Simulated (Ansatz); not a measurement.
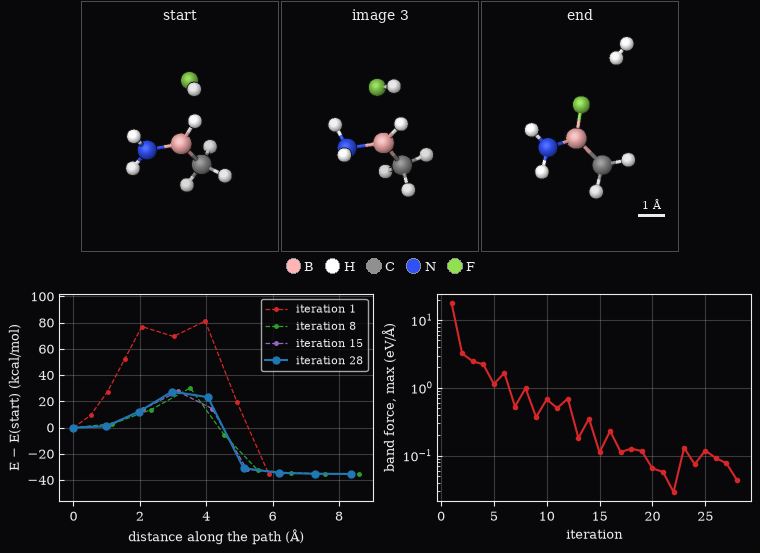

A search for the minimum-energy path of CH7BFN by the nudged elastic band. Images are numbered from 0 (start) to 8 (end). The plot follows the band through its iterations. A ball-and-stick model, seen at a tilt.

Theory: RKS B3LYP/6-31G* (Ansatz). Set-up: 7 movable images; climbing image; force threshold 0.05 eV/Å; iteration limit 60; starting path through a guess of the saddle point.

### Judge this run.

The result is final at these settings. The band converged in 28 iterations. The largest component of the band force went from 18 to 0.044 eV/Å. The climbing image converged on the top of the path. Its vibrational analysis gives one imaginary mode (548i cm⁻¹), as a transition state must have. The first iteration put the highest image at 81.2 kcal/mol. The highest point, image 3, lies 27.5 kcal/mol above the start and 62.8 kcal/mol above the end; the end is at −35.3 kcal/mol relative to the start.

Cost: 7 min on 1 thread of Arm Neoverse V2, on a shared host, peak memory 0.16 GiB.
